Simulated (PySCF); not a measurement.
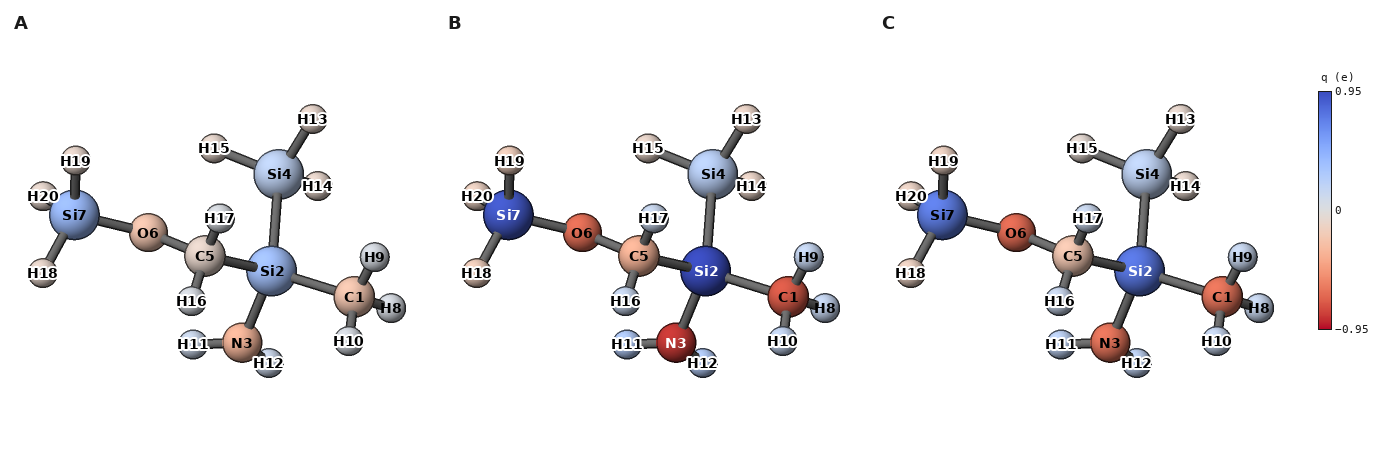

Atomic charges of one calculation by 3 schemes, on one colour scale. The computed structure is the end point of a GFN2-xTB optimisation. No frequency run is at hand to confirm it as a minimum. Computed with PBE0/pcSseg-1 (PySCF 2.14.0).

The schemes are Hirshfeld, IAO, Mulliken. Which panel shows which?

Answer. A Hirshfeld, B IAO, C Mulliken.

List the charges (e), one line for each set of equivalent atoms.

| atom | Hirshfeld | IAO | Mulliken |
| --- | --- | --- | --- |
| C1 | −0.22 | −0.72 | −0.62 |
| Si2 | 0.34 | 0.94 | 0.75 |
| N3 | −0.32 | −0.84 | −0.63 |
| Si4 | 0.19 | 0.22 | 0.19 |
| C5 | −0.09 | −0.33 | −0.21 |
| O6 | −0.22 | −0.65 | −0.67 |
| Si7 | 0.38 | 0.88 | 0.71 |
| H8 | 0.04 | 0.15 | 0.14 |
| H9 | 0.04 | 0.15 | 0.14 |
| H10 | 0.04 | 0.16 | 0.14 |
| H11 | 0.11 | 0.26 | 0.19 |
| H12 | 0.11 | 0.26 | 0.19 |
| H13 | −0.08 | −0.11 | −0.08 |
| H14 | −0.08 | −0.11 | −0.08 |
| H15 | −0.08 | −0.09 | −0.05 |
| H16 | 0.04 | 0.14 | 0.13 |
| H17 | 0.03 | 0.13 | 0.13 |
| H18 | −0.09 | −0.16 | −0.13 |
| H19 | −0.08 | −0.16 | −0.13 |
| H20 | −0.08 | −0.13 | −0.12 |

The geometry is semi-empirical. Around Si such bond lengths and angles can be off by a tenth of an ångström or more and by several degrees, and values that hang on the shape move with them.
